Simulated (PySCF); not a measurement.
# C7H13NSi (SMILES C=C1CC/C1=C/C[SiH2]N): what the fields show

Input

```
{"job": {"kind": "uv", "xc": "PBE0", "basis": "def2-SVPD", "ip": true}, "charge": 0, "multiplicity": 1}
C      1.009669     1.971453     0.211830
C      1.581421     0.786967    -0.037484
C      2.882366     0.387718    -0.715222
C      2.366518    -1.077100    -0.748580
C      1.190521    -0.629849     0.103729
C      0.280171    -1.307912     0.822368
C     -0.763677    -0.715759     1.705582
Si    -2.393548    -0.484432     0.775518
N     -2.115896     0.705550    -0.452188
H     -0.001593     2.049274     0.616817
H      1.532580     2.901082    -0.030656
H      3.083907     0.862185    -1.687776
H      3.765538     0.522132    -0.071040
H      2.079603    -1.412539    -1.758178
H      3.025607    -1.837980    -0.303236
H      0.297043    -2.402063     0.744089
H     -0.454703     0.271282     2.088320
H     -0.957967    -1.370320     2.571623
H     -3.469310     0.031173     1.679532
H     -2.836070    -1.839529     0.294724
H     -1.291783     0.599231    -1.036870
H     -2.892974     1.071913    -0.990334
```

Command:

```sh
OMP_NUM_THREADS=1 python probes_run.py task.json out
```

Geometry: PBE0-D3(BJ)/def2-SVP.

These are results of PBE0/def2-SVPD, SCF density, gas phase (PySCF 2.14.0), not measurements.

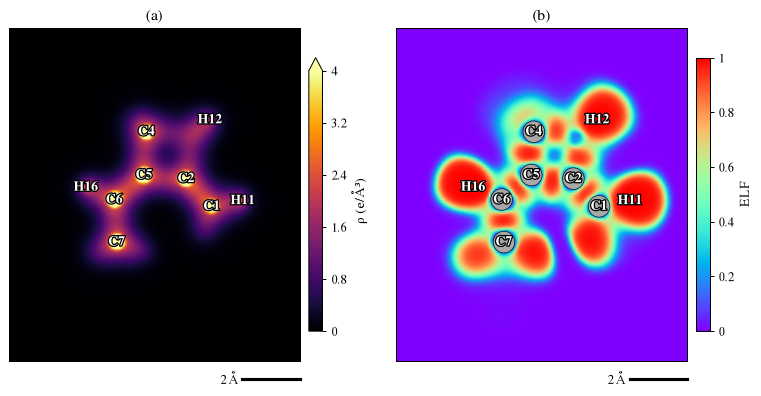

Figure 1. (a) electron density; (b) ELF on the plane of atoms C5, C6 and H16. Grey discs cover the atomic cores in the ELF map.

Q: Interpret the plot.

A:
- The section cuts through C and H sites.
- C–C (1.34 Å): ρ is about 2.3 e/Å³ halfway; the ELF peaks at about 0.95 between the atoms; a short, multiple covalent bond.
- C–C (1.48 Å): ρ is about 1.8 e/Å³ halfway; the ELF peaks at about 0.95 between the atoms (localised, covalent bonding).
- C–C (1.52 Å): ρ at the midpoint is about 1.7 e/Å³; the ELF peaks at about 0.95 between the atoms, as expected for a covalent bond.
- C–H (1.09 Å): ρ at the midpoint is about 1.9 e/Å³; the ELF climbs to about 1 towards the hydrogen, as it does in any bond to H (a covalent bond by its length).

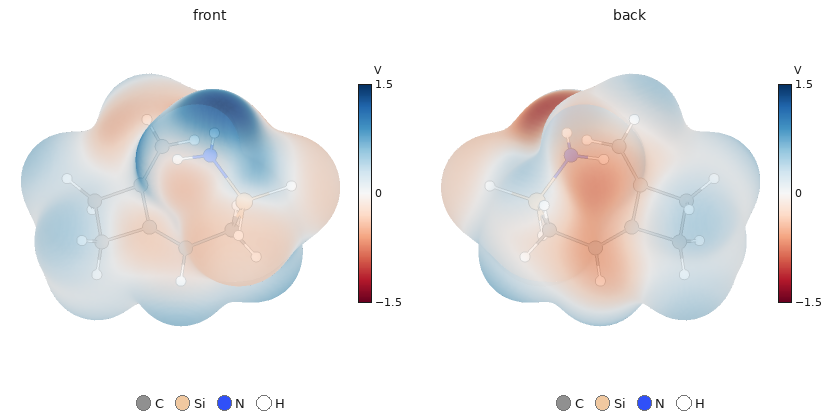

Figure 2. The electrostatic potential painted on the density surface at 0.001 e/bohr³, seen from the front and from behind; the colour scale runs from red (negative) to blue (positive).

Q: Where is the surface potential most negative and most positive?

A: The most negative region (about −0.9 V) lies over N9, the most positive (about +1.2 V) over H22.

Q: What dipole moment does the calculation give?

A: Its dipole moment is 0.93 D.
